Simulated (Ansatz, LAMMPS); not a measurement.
# Relaxing amorphous 62SiO2-38GeO2 (mol %) (96 atoms), part 2 of 4

How does amorphous 62SiO2-38GeO2 (mol %) (96 atoms) relax, and what do bonds, charges and levels look like afterwards?

Ansatz 0.2.0; Kohn-Sham DFT, PBE, PAW (set soft_2), plane waves.

The cell: 20 Si, 12 Ge and 64 O. The quench rate of 50 K/ps is many orders above laboratory rates. The starting topology of bonds comes from the classical model. Sampling is at Γ alone, for a cell whose shortest periodic width is 11 Å.

So far. Step 3 (Single point at the start): Neighbours are counted within 2.12 Å (O-Si), 2.27 Å (O-Ge).

### Step 4. Cell and atoms relaxed

Cell and atoms are freed together, to release stress as well as forces.

The input, input.yaml:

```yaml
crystal:
  lattice:
    - [11.3914, 0.0, 0.0]
    - [0.0, 11.3914, 0.0]
    - [0.0, 0.0, 11.3914]
  atoms:
    [... the 96 atom lines of step 3 ...]
kpoints:
  mp_grid: { grid: [1, 1, 1] }
hamiltonian:
  xc: pbe
scf:
  occupations: { method: fermi_dirac, width: 0.025 }
output:
  forces: true
relax:
  f_tol: 0.04
  max_steps: 250
  cell: {}
```

The run is started by

```console
$ ansatz run input.yaml --threads 4 --pin off --max-ram 8192MiB --backend cpu --events-out ev --progress --plain --runs-dir out
```

Numbers of over 12 decimals in the logs are rounded to 6 here.

The log of the run:

```text
[...]
Crystal: 96 atoms, lattice volume = 1478.194 Å³
Basis set: ecut = 420 eV, 28887 PW (Γ), exchange–correlation on 160×160×160 points (8 copies of the dense FFT grid, shifted against one another)
Bands: 412, of which v1, the nominal top of the filled ones, is band 316 counted from 1 (315 counted from 0)
Symmetry: 1 space group operations
[...]
k-points: 1
[...]
SCF iter   1: F=—  HF=-100622.172911 eV  |F-HF|=—  |Δ(HF+E_count)|=         —  Δρ=2.90e-3  dr2=3.05e-1  ethr=1.77e-3  ⟨swp⟩=5.0  Hψ=1596  notcnv=0  defer=86
[...]
SCF iter   9: F=-100622.115722 eV  HF=-100622.115722 eV  |F-HF|=6.13e-9  |Δ(HF+E_count)|=   1.13e-7  Δρ=1.53e-6  dr2=2.62e-8  ethr=1.58e-11  ⟨swp⟩=5.0  Hψ=1367  notcnv=0
SCF 1 converged in 9 iterations: F = -100622.115722 eV  dr2 = 2.62e-8
[...]
relax step   1: F+E_penalty+E_count = -100622.11572211 eV  Δ(F+E_penalty+E_count) = +0.000e0 eV  max|allowed force component| = 2.058e0 eV/Å  Δτ_max = 0.0000 Å  P = +2.465 GPa  Ω = 1478.194 Å³  (9 SCF iters, dr2 threshold 1.00e-7 eV, accepted)
[... from here on, the SCF cycles and remarks between the steps are left out ...]
relax step   2: F+E_penalty+E_count = -100625.31419739 eV  Δ(F+E_penalty+E_count) = -3.198e0 eV  max|allowed force component| = 1.396e0 eV/Å  Δτ_max = 0.1246 Å  P = +1.185 GPa  Ω = 1481.680 Å³  energy of the carried Pulay correction = -1.130e-2 eV  (8 SCF iters, dr2 threshold 9.60e-6 eV, accepted)
relax step   3: F+E_penalty+E_count = -100627.89405103 eV  Δ(F+E_penalty+E_count) = -2.580e0 eV  max|allowed force component| = 6.530e-1 eV/Å  Δτ_max = 0.1998 Å  P = -0.294 GPa  Ω = 1465.183 Å³  energy of the carried Pulay correction = +4.241e-2 eV  (8 SCF iters, dr2 threshold 9.60e-6 eV, accepted)
relax step   4: F+E_penalty+E_count = -100628.72379944 eV  Δ(F+E_penalty+E_count) = -8.297e-1 eV  max|allowed force component| = 1.743e0 eV/Å  Δτ_max = 0.2000 Å  P = -0.008 GPa  Ω = 1437.154 Å³  energy of the carried Pulay correction = +1.351e-1 eV  (8 SCF iters, dr2 threshold 9.60e-6 eV, accepted)
relax step   5: F+E_penalty+E_count = -100629.06465570 eV  Δ(F+E_penalty+E_count) = -3.409e-1 eV  max|allowed force component| = 4.316e-1 eV/Å  Δτ_max = 0.1566 Å  P = -0.231 GPa  Ω = 1418.510 Å³  energy of the carried Pulay correction = +1.977e-1 eV  (8 SCF iters, dr2 threshold 9.60e-6 eV, accepted)
relax step   6: F+E_penalty+E_count = -100629.30698119 eV  Δ(F+E_penalty+E_count) = -2.423e-1 eV  max|allowed force component| = 1.961e-1 eV/Å  Δτ_max = 0.2000 Å  P = -0.022 GPa  Ω = 1415.395 Å³  energy of the carried Pulay correction = +2.082e-1 eV  (8 SCF iters, dr2 threshold 9.60e-6 eV, accepted)
relax step   7: F+E_penalty+E_count = -100629.40071899 eV  Δ(F+E_penalty+E_count) = -9.374e-2 eV  max|allowed force component| = 1.226e-1 eV/Å  Δτ_max = 0.2000 Å  P = -0.010 GPa  Ω = 1412.610 Å³  energy of the carried Pulay correction = +2.177e-1 eV  (8 SCF iters, dr2 threshold 2.40e-6 eV, accepted)
relax step   8: F+E_penalty+E_count = -100629.45267804 eV  Δ(F+E_penalty+E_count) = -5.196e-2 eV  max|allowed force component| = 2.191e-1 eV/Å  Δτ_max = 0.1966 Å  P = -0.061 GPa  Ω = 1410.684 Å³  energy of the carried Pulay correction = +2.242e-1 eV  (8 SCF iters, dr2 threshold 9.39e-7 eV, accepted)
relax step   9: F+E_penalty+E_count = -100629.51523081 eV  Δ(F+E_penalty+E_count) = -6.255e-2 eV  max|allowed force component| = 1.609e-1 eV/Å  Δτ_max = 0.2000 Å  P = +0.014 GPa  Ω = 1406.600 Å³  energy of the carried Pulay correction = +2.381e-1 eV  (8 SCF iters, dr2 threshold 3.00e-6 eV, accepted)
relax step  10: F+E_penalty+E_count = -100629.54739302 eV  Δ(F+E_penalty+E_count) = -3.216e-2 eV  max|allowed force component| = 1.176e-1 eV/Å  Δτ_max = 0.1946 Å  P = -0.008 GPa  Ω = 1407.769 Å³  energy of the carried Pulay correction = +2.341e-1 eV  (8 SCF iters, dr2 threshold 1.62e-6 eV, accepted)
relax step  11: F+E_penalty+E_count = -100629.54701210 eV  Δ(F+E_penalty+E_count) = +3.809e-4 eV  max|allowed force component| = 2.280e-1 eV/Å  Δτ_max = 0.1026 Å  P = -0.267 GPa  Ω = 1406.683 Å³  energy of the carried Pulay correction = +2.378e-1 eV  (8 SCF iters, dr2 threshold 8.65e-7 eV, rejected (line search))
relax step  12: F+E_penalty+E_count = -100629.56073253 eV  Δ(F+E_penalty+E_count) = -1.334e-2 eV  max|allowed force component| = 4.272e-2 eV/Å  Δτ_max = 0.0513 Å  P = +0.006 GPa  Ω = 1406.590 Å³  energy of the carried Pulay correction = +2.381e-1 eV  (12 SCF iters, accepted)
relax step  13: F+E_penalty+E_count = -100629.57104580 eV  Δ(F+E_penalty+E_count) = -1.031e-2 eV  max|allowed force component| = 9.686e-2 eV/Å  Δτ_max = 0.0956 Å  P = -0.071 GPa  Ω = 1404.825 Å³  energy of the carried Pulay correction = +2.442e-1 eV  (8 SCF iters, dr2 threshold 1.14e-7 eV, accepted)
relax step  14: F+E_penalty+E_count = -100629.57299161 eV  Δ(F+E_penalty+E_count) = -1.946e-3 eV  max|allowed force component| = 5.453e-2 eV/Å  Δτ_max = 0.0133 Å  P = +0.009 GPa  Ω = 1404.766 Å³  energy of the carried Pulay correction = +2.444e-1 eV  (6 SCF iters, dr2 threshold 5.86e-7 eV, accepted)
relax step  15: F+E_penalty+E_count = -100629.57313792 eV  Δ(F+E_penalty+E_count) = -1.463e-4 eV  max|allowed force component| = 4.333e-2 eV/Å  Δτ_max = 0.0524 Å  P = -0.004 GPa  Ω = 1405.017 Å³  energy of the carried Pulay correction = +2.435e-1 eV  (8 SCF iters, dr2 threshold 1.86e-7 eV, accepted)
relax step  16: F+E_penalty+E_count = -100629.57535653 eV  Δ(F+E_penalty+E_count) = -2.219e-3 eV  max|allowed force component| = 1.860e-2 eV/Å  Δτ_max = 0.0151 Å  P = -0.014 GPa  Ω = 1404.751 Å³  energy of the carried Pulay correction = +2.444e-1 eV  (7 SCF iters, dr2 threshold 1.17e-7 eV, accepted)
relax step  17: F+E_penalty+E_count = -100629.52479224 eV  Δ(F+E_penalty+E_count) = +5.056e-2 eV  max|allowed force component| = 1.864e-2 eV/Å  Δτ_max = 0.0000 Å  P = -0.130 GPa  Ω = 1404.751 Å³  stress off target by 3.77e-1 GPa  SCF on the basis re-selected at this cell (its energy is not comparable with the rows above)  (9 SCF iters)
relax step  18: F+E_penalty+E_count = -100629.54918861 eV  Δ(F+E_penalty+E_count) = -2.440e-2 eV  max|allowed force component| = 1.809e-1 eV/Å  Δτ_max = 0.0739 Å  P = +0.147 GPa  Ω = 1395.984 Å³  energy of the carried Pulay correction = +2.906e-2 eV  (8 SCF iters, dr2 threshold 3.56e-7 eV, rejected (line search))
relax step  19: F+E_penalty+E_count = -100629.54616270 eV  Δ(F+E_penalty+E_count) = -2.137e-2 eV  max|allowed force component| = 5.739e-2 eV/Å  Δτ_max = 0.0361 Å  P = -0.011 GPa  Ω = 1401.464 Å³  energy of the carried Pulay correction = +1.052e-2 eV  (12 SCF iters, accepted)
relax step  20: F+E_penalty+E_count = -100629.55034597 eV  Δ(F+E_penalty+E_count) = -4.183e-3 eV  max|allowed force component| = 2.852e-2 eV/Å  Δτ_max = 0.0303 Å  P = -0.002 GPa  Ω = 1401.311 Å³  energy of the carried Pulay correction = +1.106e-2 eV  (8 SCF iters, dr2 threshold 2.06e-7 eV, accepted)
relax step  21: F+E_penalty+E_count = -100629.53875172 eV  Δ(F+E_penalty+E_count) = +1.159e-2 eV  max|allowed force component| = 2.849e-2 eV/Å  Δτ_max = 0.0000 Å  P = -0.013 GPa  Ω = 1401.311 Å³  stress off target by 3.86e-2 GPa  SCF on the basis re-selected at this cell (its energy is not comparable with the rows above)  (7 SCF iters)
[...]
SCF converged after 7 iterations
Free energy (F): -100629.538752 eV
[...]
Internal energy: -100629.538752 eV  (E = F + TS)
E sigma→0 (E₀):  -100629.538752 eV
Fermi energy:    4.098082 eV
[...]
--- Forces (eV/Å), atoms counted from 1 ---
  atom   1  Si     0.00046462    -0.00791872    -0.01650264
  atom   2  Si     0.00255202     0.00307184     0.00236910
  atom   3  Si    -0.00608233    -0.00307505    -0.01351176
  atom   4  Si    -0.00111112     0.00317509    -0.00520438
  atom   5  Si     0.01043897     0.00217796    -0.00128000
  atom   6  Si     0.00014194     0.00633703     0.00181865
  atom   7  Si    -0.00252765     0.00773234     0.00982252
  atom   8  Si     0.00846054     0.00502224    -0.00174493
  atom   9  Si     0.00960441     0.00504447     0.00242023
  atom  10  Si     0.00796268     0.00422547    -0.00170338
  atom  11  Si     0.00875878    -0.00140353     0.00257021
  atom  12  Si    -0.00151333    -0.00601341    -0.00257028
  atom  13  Si     0.00775756     0.00467985    -0.00247458
  atom  14  Si    -0.01413184    -0.00154955    -0.00163004
[...]
atom  95  O     -0.00302258    -0.00342764     0.00437679
  atom  96  O     -0.00035593    -0.00135896    -0.00289652
  max |Σ_I F_I| component: 9.36e-6 eV/Å
--- Stress (GPa, compression-positive) ---
        0.016912       0.010591      -0.015699
        0.010593      -0.027018       0.004403
       -0.015698       0.004403      -0.028464
  P = ⅓ Tr σ = -0.0129 GPa (-0.129 kbar)
--- Relaxed structure (19 steps of the walk, 17 accepted, 2 SCFs on fresh bases) ---
  F+E_penalty+E_count = -100629.53875172 eV   max|allowed force component| = 2.849e-2 eV/Å   (the final SCF, on the basis selected at the relaxed cell)
  cell:  # Å, volume = 1401.3112 Å³
    - [11.718439, 0.167767, -0.375356]
    - [0.167767, 10.966938, 0.147834]
    - [-0.375356, 0.147834, 10.920392]
  atoms:
    - { symbol: Si, position: [0.962016, 0.186609, 0.794640] }
    - { symbol: Si, position: [0.274134, 0.426205, 0.969744] }
    - { symbol: Si, position: [0.626157, 0.698698, 0.482738] }
    - { symbol: Si, position: [0.858047, 0.531915, 0.477201] }
[...]
- { symbol: O, position: [0.098521, 0.175700, 0.415568] }
```

Wall time 5.5 min (4 threads of Arm Neoverse V2, shared host); peak memory 2 GiB.

Step by step:

| step | energy less that of the first step (eV) | largest force component (eV/Å) | pressure (GPa) | volume (Å³) |
| --- | --- | --- | --- | --- |
| 1 | 0.0000 | 2.0580 | 2.47 | 1478.19 |
| 2 | -3.1985 | 1.3959 | 1.18 | 1481.68 |
| 3 | -5.7783 | 0.6530 | -0.29 | 1465.18 |
| 4 | -6.6081 | 1.7430 | -0.01 | 1437.15 |
| 5 | -6.9489 | 0.4316 | -0.23 | 1418.51 |
| 6 | -7.1913 | 0.1961 | -0.02 | 1415.39 |
| 7 | -7.2850 | 0.1226 | -0.01 | 1412.61 |
| 8 | -7.3370 | 0.2191 | -0.06 | 1410.68 |
| 9 | -7.3995 | 0.1609 | 0.01 | 1406.60 |
| 10 | -7.4317 | 0.1176 | -0.01 | 1407.77 |
| 11 | -7.4313 | 0.2280 | -0.27 | 1406.68 |
| 12 | -7.4450 | 0.0427 | 0.01 | 1406.59 |
| 13 | -7.4553 | 0.0969 | -0.07 | 1404.82 |
| 14 | -7.4573 | 0.0545 | 0.01 | 1404.77 |
| 15 | -7.4574 | 0.0433 | 0.00 | 1405.02 |
| 16 | -7.4596 | 0.0186 | -0.01 | 1404.75 |
| 17* | -7.4091 | 0.0186 | -0.13 | 1404.75 |
| 18 | -7.4335 | 0.1809 | 0.15 | 1395.98 |
| 19 | -7.4304 | 0.0574 | -0.01 | 1401.46 |
| 20 | -7.4346 | 0.0285 | 0.00 | 1401.31 |
| 21* | -7.4230 | 0.0285 | -0.01 | 1401.31 |

Relaxation steps marked * repeat the geometry before them on a plane-wave basis chosen anew for their cell, so energy and pressure can jump there. Relaxation steps 11, 18 were tried and not accepted.

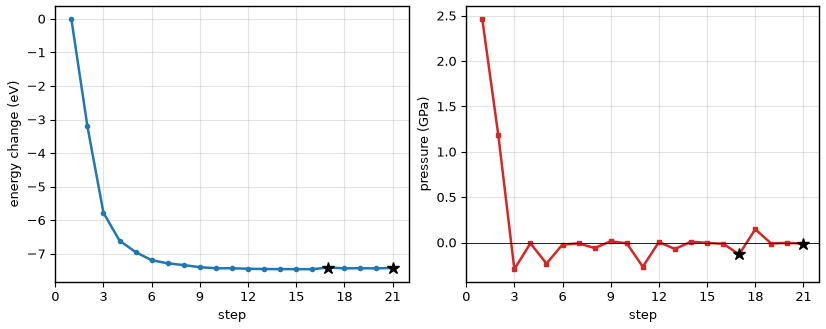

Energy and pressure along the relaxation. Stars mark steps on a basis chosen anew.

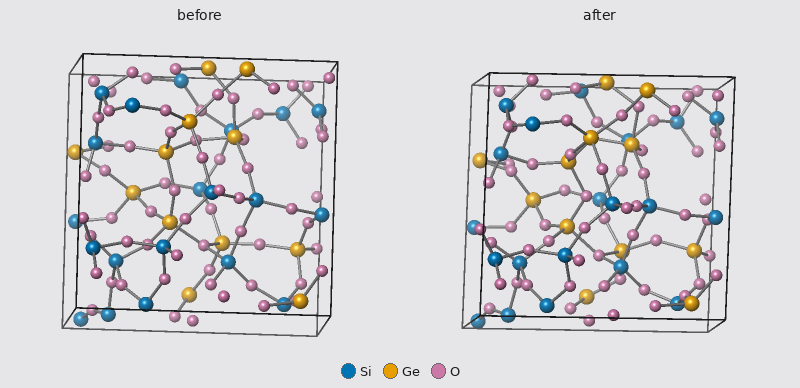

The structure before and after the relaxation, drawn at the same scale. Bonds to atoms that aren't drawn are left out.

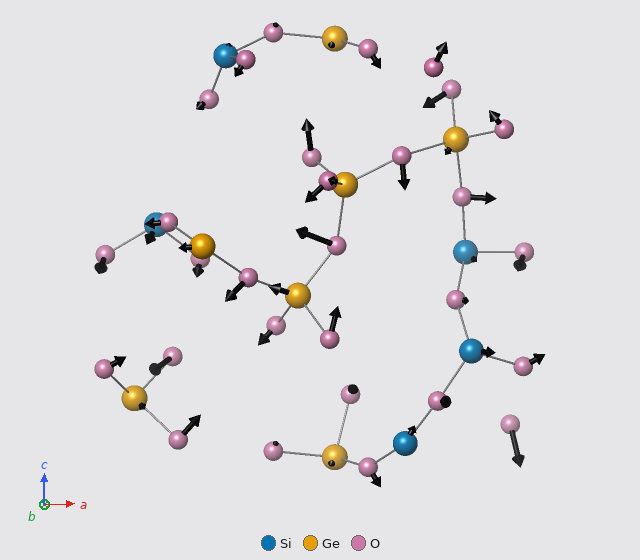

Displacements in the relaxation, exaggerated, measured against the changing cell; the longest in the cell stands for 0.81 Å. Drawn is a slice 4 Å thick, seen along the normal of the ac plane. Bonds to atoms that aren't drawn are left out.

| cell as run | before | after | change |
| --- | --- | --- | --- |
| a (Å) | 11.391 | 11.726 | +2.9 % |
| b (Å) | 11.391 | 10.969 | -3.7 % |
| c (Å) | 11.391 | 10.928 | -4.1 % |
| α (°) | 90.00 | 88.48 | -1.7 % |
| β (°) | 90.00 | 93.79 | +4.2 % |
| γ (°) | 90.00 | 88.33 | -1.9 % |
| volume (Å³/atom) | 15.40 | 14.60 | -5.2 % |

The atoms that moved most (Å, as changes of fractional coordinates times the final cell):

| atom | dx | dy | dz | length |
| --- | --- | --- | --- | --- |
| O69 | -0.559 | 0.558 | 0.189 | 0.813 |
| O66 | -0.273 | 0.678 | -0.291 | 0.787 |
| O54 | 0.121 | -0.387 | -0.585 | 0.712 |
| O48 | -0.461 | 0.040 | -0.415 | 0.622 |
| O62 | -0.085 | -0.153 | 0.553 | 0.580 |
| O80 | -0.203 | 0.430 | 0.230 | 0.528 |
| O91 | -0.373 | 0.187 | -0.263 | 0.493 |
| O88 | -0.327 | -0.209 | -0.304 | 0.493 |

The relaxation changed the energy by -77.3 meV/atom, and atoms moved by 0.32 Å r.m.s., 0.81 Å at most.

### Step 5. Distances and neighbours after relaxation

Bonds before and after, by the cutoffs listed below:

| pair | bonds before | bonds after | mean before (Å) | mean after (Å) | spread before (Å) | spread after (Å) |
| --- | --- | --- | --- | --- | --- | --- |
| O-Si | 80 | 80 | 1.625 | 1.636 | 0.037 | 0.021 |
| O-Ge | 49 | 49 | 1.749 | 1.782 | 0.057 | 0.050 |

Density 2.91 g/cm³, 14.60 Å³ an atom.

g(r), total and by pair (bins of 0.2 Å):

| r (Å) | total | O-O | O-Si | O-Ge | Si-Si | Si-Ge | Ge-Ge |
| --- | --- | --- | --- | --- | --- | --- | --- |
| 1.60 | 3.58 | 0.00 | 12.90 | 0.00 | 0.00 | 0.00 | 0.00 |
| 1.80 | 1.82 | 0.00 | 0.14 | 10.70 | 0.00 | 0.00 | 0.00 |
| 2.00 | 0.10 | 0.00 | 0.00 | 0.59 | 0.00 | 0.00 | 0.00 |
| 2.20 | 0.00 | 0.00 | 0.00 | 0.00 | 0.00 | 0.00 | 0.00 |
| 2.40 | 0.02 | 0.04 | 0.00 | 0.00 | 0.00 | 0.00 | 0.00 |
| 2.60 | 1.60 | 3.54 | 0.00 | 0.11 | 0.00 | 0.00 | 0.00 |
| 2.80 | 1.35 | 2.94 | 0.05 | 0.10 | 0.34 | 0.00 | 0.00 |
| 3.00 | 1.08 | 1.38 | 0.29 | 0.31 | 4.02 | 2.27 | 2.54 |
| 3.20 | 0.82 | 0.56 | 0.38 | 0.49 | 3.64 | 3.67 | 2.28 |
| 3.40 | 0.66 | 0.50 | 0.90 | 0.63 | 0.00 | 0.41 | 4.14 |
| 3.60 | 0.71 | 0.50 | 1.17 | 0.95 | 0.00 | 0.00 | 0.00 |
| 3.80 | 1.01 | 0.72 | 1.70 | 1.22 | 0.38 | 0.15 | 0.00 |
| 4.00 | 1.11 | 0.73 | 1.62 | 1.58 | 0.51 | 0.72 | 0.49 |
| 4.20 | 1.16 | 0.69 | 1.88 | 1.52 | 0.79 | 0.78 | 0.00 |
| 4.40 | 1.14 | 0.76 | 1.25 | 2.09 | 0.57 | 1.31 | 1.23 |
| 4.60 | 1.07 | 1.09 | 0.80 | 1.20 | 1.07 | 1.85 | 1.08 |
| 4.80 | 1.02 | 1.35 | 0.64 | 0.72 | 0.97 | 1.22 | 1.00 |
| 5.00 | 1.08 | 1.42 | 0.63 | 0.64 | 1.56 | 1.58 | 1.56 |
| 5.20 | 1.04 | 1.36 | 0.61 | 0.62 | 1.85 | 1.38 | 0.56 |

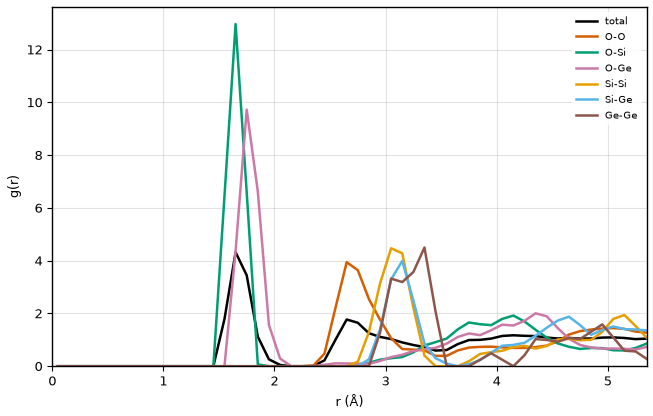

Pair distribution functions, lightly smoothed.

Bonds by pair of elements; cutoffs follow the first minimum of g(r), held within bounds set by covalent radii, and pairs that aren't listed don't count as bonded:

| pair A-B | cutoff (Å) | bonds | mean length (Å) | spread (Å) | shortest (Å) | B about A | A about B |
| --- | --- | --- | --- | --- | --- | --- | --- |
| O-Si | 2.08 | 80 | 1.64 | 0.021 | 1.60 | 1.25 | 4 |
| O-Ge | 2.27 | 49 | 1.78 | 0.05 | 1.72 | 0.766 | 4.08 |

How many atoms have how many bonded neighbours:

| element | mean | 2 | 3 | 4 | 5 |
| --- | --- | --- | --- | --- | --- |
| Ge | 4.08 | 0 | 0 | 11 | 1 |
| O | 2.02 | 63 | 1 | 0 | 0 |
| Si | 4 | 0 | 0 | 20 | 0 |

Bond angles, per cent of each kind in bins of 5°:

| angle (°) | O-Si-O | O-Ge-O | Ge-O-Si | Si-O-Si | Ge-O-Ge |
| --- | --- | --- | --- | --- | --- |
| 85–90 | 0.0 | 2.6 | 0.0 | 0.0 | 0.0 |
| 90–95 | 0.0 | 7.9 | 0.0 | 0.0 | 0.0 |
| 95–100 | 0.8 | 6.6 | 0.0 | 0.0 | 0.0 |
| 100–105 | 12.5 | 13.2 | 0.0 | 0.0 | 0.0 |
| 105–110 | 46.7 | 19.7 | 0.0 | 0.0 | 0.0 |
| 110–115 | 32.5 | 28.9 | 3.7 | 0.0 | 16.7 |
| 115–120 | 7.5 | 17.1 | 11.1 | 0.0 | 16.7 |
| 120–125 | 0.0 | 1.3 | 7.4 | 7.4 | 8.3 |
| 125–130 | 0.0 | 0.0 | 14.8 | 7.4 | 8.3 |
| 130–135 | 0.0 | 1.3 | 11.1 | 11.1 | 8.3 |
| 135–140 | 0.0 | 0.0 | 18.5 | 14.8 | 8.3 |
| 140–145 | 0.0 | 0.0 | 11.1 | 11.1 | 16.7 |
| 145–150 | 0.0 | 0.0 | 14.8 | 33.3 | 8.3 |
| 150–155 | 0.0 | 0.0 | 0.0 | 0.0 | 8.3 |
| 155–160 | 0.0 | 0.0 | 3.7 | 7.4 | 0.0 |
| 160–165 | 0.0 | 0.0 | 3.7 | 3.7 | 0.0 |
| 165–170 | 0.0 | 0.0 | 0.0 | 3.7 | 0.0 |
| 170–175 | 0.0 | 1.3 | 0.0 | 0.0 | 0.0 |

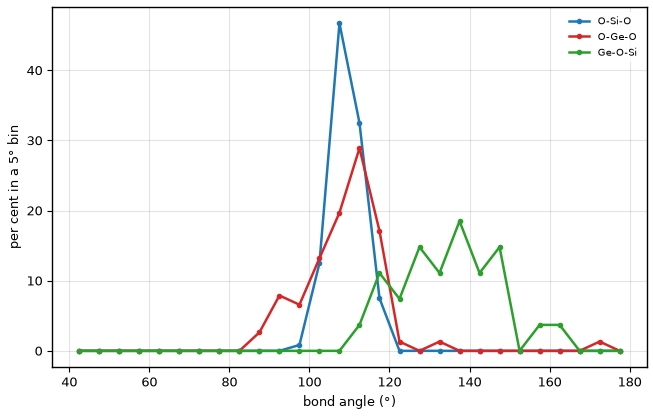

Distributions of the most common bond angles.

Bond angles (no mean is given where the spread exceeds 20°):

| angle | count | mean (°) | spread (°) |
| --- | --- | --- | --- |
| O-Si-O | 120 | 109 | 4.1 |
| O-Ge-O | 76 | 109 | 11.5 |
| Ge-O-Si | 27 | 135 | 12 |
| Si-O-Si | 27 | 142 | 11.4 |
| Ge-O-Ge | 12 | 130 | 13.5 |

Oxygen atoms by the number of network formers (Si, P, Ge, B, Al, As, Ga) bound to them:

| network formers bound to O | O atoms | per cent |
| --- | --- | --- |
| 0 | 0 | 0 |
| 1 | 0 | 0 |
| 2 | 63 | 98.4 |
| 3 | 1 | 1.6 |

Network units: each former by its oxygen neighbours and how many of them bridge to another former:

| former | O neighbours | bridging O | atoms |
| --- | --- | --- | --- |
| Si | 4 | 4 | 20 |
| Ge | 4 | 4 | 11 |
| Ge | 5 | 5 | 1 |

Bond length by coordination (bonds to H left out):

| element | coordination | atoms | mean bond length (Å) |
| --- | --- | --- | --- |
| Ge | 4 | 11 | 1.77 |
| Ge | 5 | 1 | 1.85 |
| O | 2 | 63 | 1.69 |
| O | 3 | 1 | 1.88 |

Rings of the network by King's shortest-path rule, up to 12 atoms, one path for each pair of neighbours; H, halogens, alkali and alkaline-earth atoms are left out, and the last column divides by all other atoms, bonded or not:

| ring size (atoms) | rings | per network atom |
| --- | --- | --- |
| 6 | 1 | 0.01 |
| 8 | 4 | 0.042 |
| 10 | 17 | 0.177 |
| 12 | 18 | 0.188 |

With the cutoffs above, 92 % of Ge atoms have 4, 98 % of O atoms have 2 and all Si atoms have 4 bonded neighbours. The O-Si-O angle averages 109° with a spread of 4°. 98 % of the oxygens bridge two formers (Si and Ge) and 0 % are non-bridging; 2 % join three. The commonest Si unit has 4 oxygens, 4 of them shared with other formers (20 of 20 atoms). Rings of 12 atoms are the most common (45 % of those counted); sizes run from 6 to 12, where the search stops.

[end of part 2 of 4]

[Logs are printed without paths, hosts, clocks, repeated set-up lines and the standing remarks that a program may print on its own settings, such as how far it seeks lower states.]

[Hosts, paths, dates, database ids (printed as entryN), source tags and the programs' standing remarks are cut or masked in the printed files.]
